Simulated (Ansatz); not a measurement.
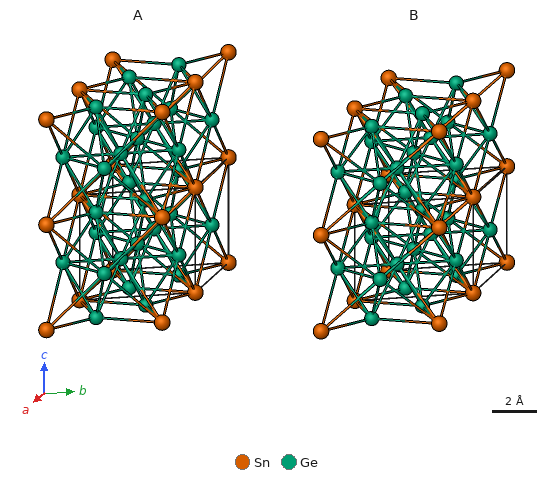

Two geometries of crystalline SnGe₅ (a generated structure, set up in P6/mmm), drawn at one scale. One is the start of a relaxation, the other its converged end. The picture is a ball-and-stick view of the cell of the calculation, repeated 2 × 1 × 2 with one cell outlined, seen slightly off an axis.

Theory: DFT PBE, scalar-relativistic, plane waves, PAW in Ansatz 0.2.0. (plane-wave cutoff 420 eV; k-point mesh 12 × 12 × 8; occupations gaussian; smearing width 0.1 eV; no spin polarisation; cell and atoms relaxed; force threshold 0.01 eV/Å; at most 80 steps)

**Which geometry has the lower energy?**

Structure A is the relaxed one. The atoms keep their places relative to the cell (all moves are under 0.005 Å). Cell: a = b 5.632 → 5.515 Å (−2.1 %), c 4.605 → 5.044 Å (+9.5 %). Volume +5.0 %. Among the contacts that change: Ge–Ge 2.819 → 2.982 Å, Ge–Sn 3.638 → 3.737 Å, Ge–Sn 3.252 → 3.184 Å, Ge–Ge 2.816 → 2.758 Å. Among the angles between lasting bonds that change: Ge–Ge–Ge 109.5° → 115.5°, Ge–Ge–Ge 59.9° → 55.1°, Ge–Ge–Ge 146.5° → 149.0°. The space group stays P6/mmm (No. 191). After 6 accepted moves (8 points after the start) the energy has fallen by 0.144 eV per cell of the calculation. All forces vanish by symmetry, so only the cell relaxes. The pressure goes from 2.71 to 0.00 GPa. At 2 points the geometry stayed and the basis and grid were re-selected for the new cell (energy shift of 4.4 meV per cell of the calculation at most each time). Cost: 4.9 min on 1 thread of Intel(R) Xeon(R) Platinum 8259CL CPU @ 2.50GHz (Skylake/Cascade Lake), on a shared host, peak memory 0.79 GiB.
